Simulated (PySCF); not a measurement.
**C$_{3}$H$_{6}$FGaN$_{2}$: density, localisation and related maps**

Input

```
{"job": {"kind": "uv", "xc": "wB97X-D", "basis": "def2-SVPD", "nstates": 8, "ntriplets": 3}, "charge": 0, "multiplicity": 1}
C      0.015483     2.467198     0.224678
N      0.081284     1.612682    -0.534372
Ga    -0.046326    -0.397394    -1.057295
C     -1.787144    -0.668608     0.020553
N     -1.936314    -0.920338     1.244207
C      1.729111    -0.902172    -0.166160
F      1.382606    -0.360020     1.107147
H     -0.063075     3.251767     0.932133
H     -0.197208    -0.161171    -2.601165
H     -2.734904    -0.566794    -0.526771
H     -1.071298    -1.024396     1.781048
H      2.643911    -0.378773    -0.466528
H      1.979486    -1.951495     0.024794
```

Command:

```sh
OMP_NUM_THREADS=1 python probes_run.py task.json out
```

Geometry: GFN2-xTB.

All numbers below come from PySCF 2.14.0, wB97X-D/def2-SVPD, SCF density, gas phase.

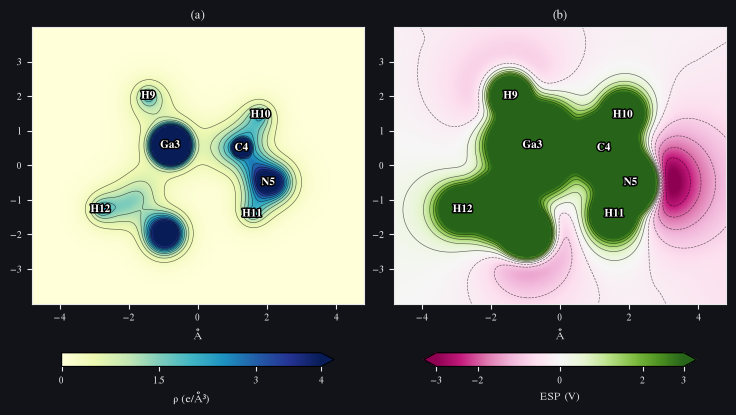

Figure 1. (a) total electron density; (b) electrostatic potential on the plane of atoms C4, Ga3 and H9.

**What does the map show?**

- The plane passes through Ga, C, N and H nuclei.
- C–Ga (2.07 Å): the density is about 0.7 e/Å³ at the midpoint.
- N–H (1.02 Å): the density is about 2.8 e/Å³ at the midpoint.
- C–N (1.26 Å): the density is about 2.9 e/Å³ at the midpoint.
- Outside the dense part of the molecule the potential is most negative (−3.2 V) near N5.

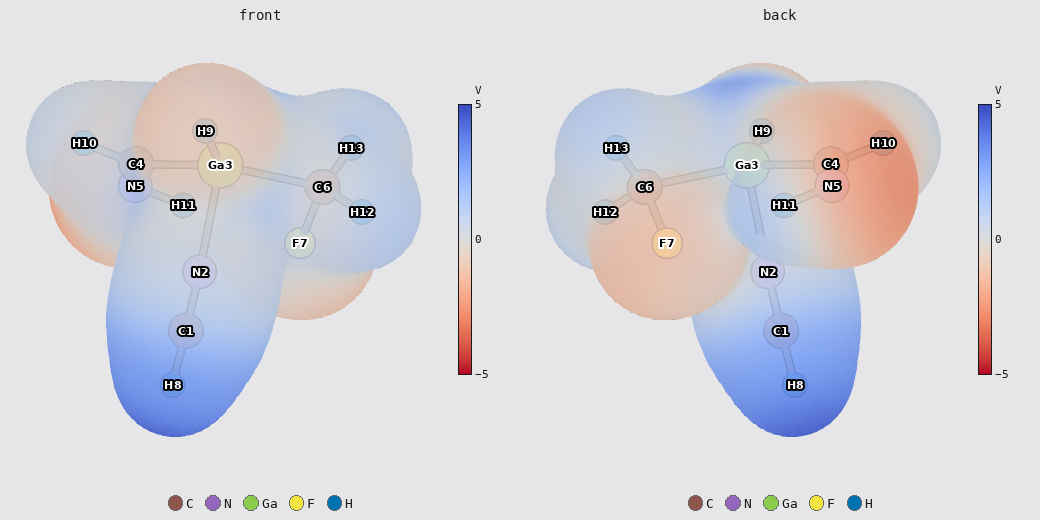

Figure 2. The molecular electrostatic potential painted on the density surface at 0.004 e/bohr³, seen from the front and from behind; the colour scale runs from red (negative) to blue (positive).

**Where is the surface potential most negative and most positive?**

The most negative region (about −2.6 V) lies over N5, the most positive (about +4.2 V) over H8. N5 is the likeliest acceptor of a hydrogen bond.

**What dipole moment does the calculation give?**

Its dipole moment is 5.11 D.
